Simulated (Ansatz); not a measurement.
Consider C in the diamond structure (space group Fd-3m, No. 227; a = 3.532 Å).

Modification: the cell is scaled by 0.9900 in all directions; the atoms relax in the strained cell.

The values are results of LDA (Ansatz, a quantum-chemistry and plane-wave program), no spin-orbit coupling, not measurements.

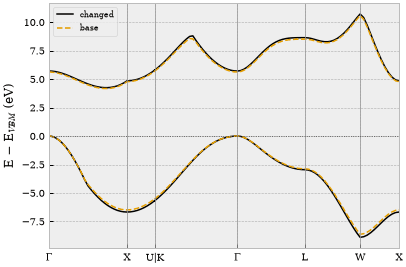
Figure. Highest valence and lowest conduction band along the path, each from its own valence-band maximum

Problem. From the figure, how large is the changed gap, and is it direct?

Solution. About 4.2 eV, indirect, Γ → Γ–X (75 % along).

No phonon test of stability was made.
